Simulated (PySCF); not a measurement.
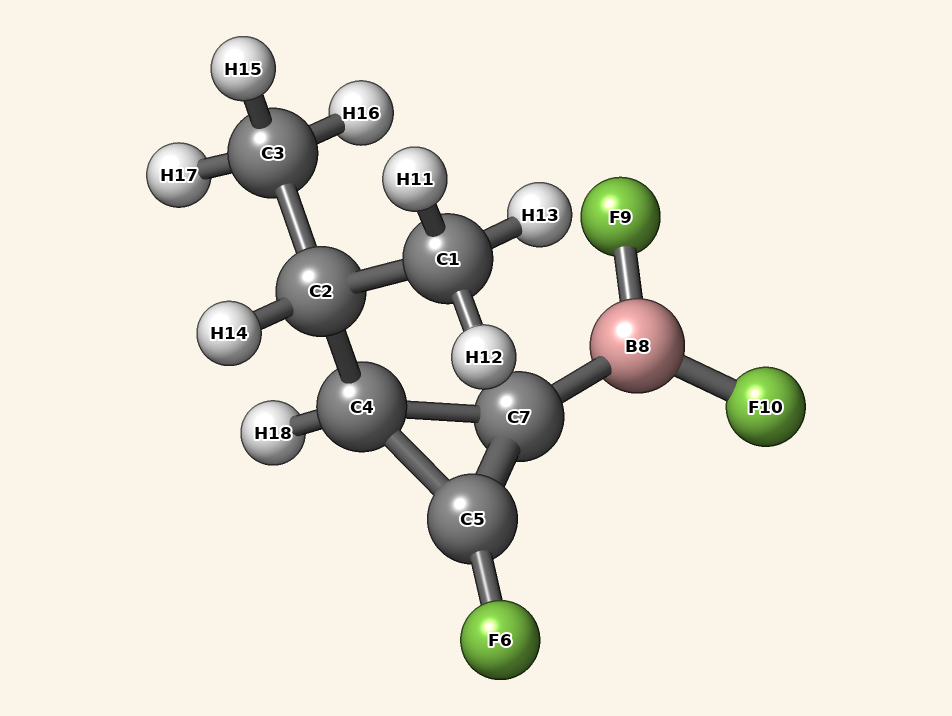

The thickness of each stick grows with its Mayer bond order. The computed structure is the end point of a GFN2-xTB optimisation. No frequency run is at hand to confirm it as a minimum. Computed with PBE0/pcSseg-1 (PySCF 2.14.0).

Question: Which bond between heavy atoms has the highest Mayer bond order?

Answer: C5–C7, 1.65, at a length of 1.313 Å.

List the Mayer bond orders of C1–C2, C2–C3, C2–C4, C4–C5, C4–C7, C5–F6, C5–C7, C7–B8, B8–F9, B8–F10 (bonds between heavy atoms, one of each equivalent set).

```
  bond  Mayer order  length (Å)
 C1–C2         1.04       1.525
 C2–C3         1.03       1.528
 C2–C4         0.97       1.523
 C4–C5         1.04       1.468
 C4–C7         0.78       1.546
 C5–F6         1.05       1.309
 C5–C7         1.65       1.313
 C7–B8         1.02       1.516
 B8–F9         1.11       1.320
B8–F10         1.13       1.320
```

The geometry is semi-empirical. Around B such bond lengths and angles can be off by a tenth of an ångström or more and by several degrees, and values that hang on the shape move with them.
